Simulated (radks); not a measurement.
System: the magnesium ion Mg⁺, configuration [Ne] 3d1. The calculation used the in-house radial solver radks at this level: non-relativistic Kohn-Sham, r2SCAN, spin-unpolarised, spherical densities, point nucleus.

Wanted: the reduced density gradient s and the kinetic indicator α = (τ − τW)/τunif, the ingredients of GGAs and meta-GGAs.

s starts near 0.39 at the inner end, has maxima between the shells at r = 0.17 bohr (0.96) and 1.9 bohr (3.59), and grows in the tail, to 5.0 at 9.5 bohr. α peaks at r = 0.22 bohr (2.1) and 2.4 bohr (26.0), where shells overlap, and is small where one s orbital dominates. In the tail α rises again, to 13.9 at the end, as it does where the highest occupied level has l > 0.

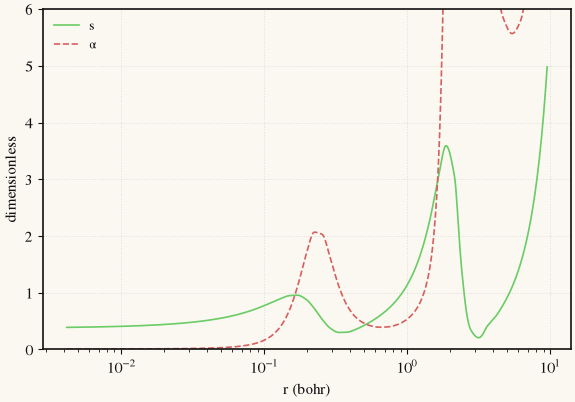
